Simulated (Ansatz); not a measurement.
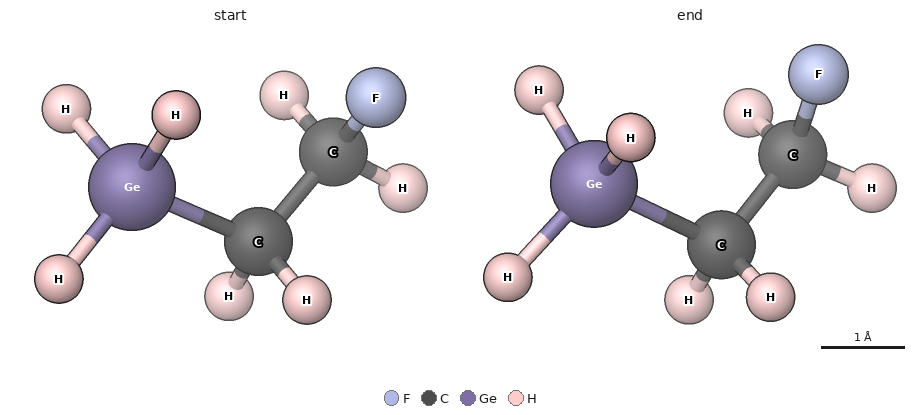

The structure of C2H7FGe (coarse preliminary run) before (left) and after (right) a relaxation, at one scale.

A ball-and-stick model, seen at a tilt.

The start comes from a force field.

Theory: RKS PBE-D4/def2-SVP in Ansatz.

The input:
```yaml
crystal:
  periodic: [false, false, false]
  atoms:
    - {symbol: F, position_ang: [-1.112800, 1.377100, 0.942900]}
    - {symbol: C, position_ang: [0.093500, 1.356300, 0.358900]}
    - {symbol: C, position_ang: [0.598400, -0.064800, 0.401600]}
    - {symbol: Ge, position_ang: [-0.403100, -1.254100, -0.656100]}
    - {symbol: H, position_ang: [0.045300, 1.701100, -0.710900]}
    - {symbol: H, position_ang: [0.779400, 2.047000, 0.920100]}
    - {symbol: H, position_ang: [0.670900, -0.420400, 1.471000]}
    - {symbol: H, position_ang: [1.705800, -0.073000, 0.010200]}
    - {symbol: H, position_ang: [-1.918600, -1.251900, -0.050700]}
    - {symbol: H, position_ang: [-0.490100, -0.775900, -2.100100]}
    - {symbol: H, position_ang: [0.096800, -2.698500, -0.566300]}
basis:
  gaussian: {orbitals: def2-SVP}
hamiltonian: {xc: pbe, dispersion: d4}
relax: {f_tol: 0.03, max_steps: 200}
```

Command:
```bash
ansatz run in.yaml --threads 4 --pin off --events-out ev --progress --plain --max-ram 10444MiB
```

> Summarise the run.

The energy falls by 32.3 kJ/mol in 8 geometry steps. Largest force component: 3.3 eV/Å at the start, 0.02 eV/Å at the end. The largest move after the best rigid fit is that of F1, 0.40 Å. Largest moves by element: F 0.40 Å, H 0.36 Å, Ge 0.13 Å, C 0.10 Å. Among the contacts that change: C3–Ge4 1.880 → 1.984 Å, Ge4–H9 1.632 → 1.547 Å, C3–H8 1.175 → 1.110 Å, F1–C2 1.340 → 1.395 Å. Among the angles between lasting bonds that change: C3–Ge4–H9 106.6° → 111.4°, C3–Ge4–H11 112.9° → 109.1°, F1–C2–H5 111.8° → 108.0°. The run took 11 s on 4 threads of AMD EPYC 7B13 (shared host).
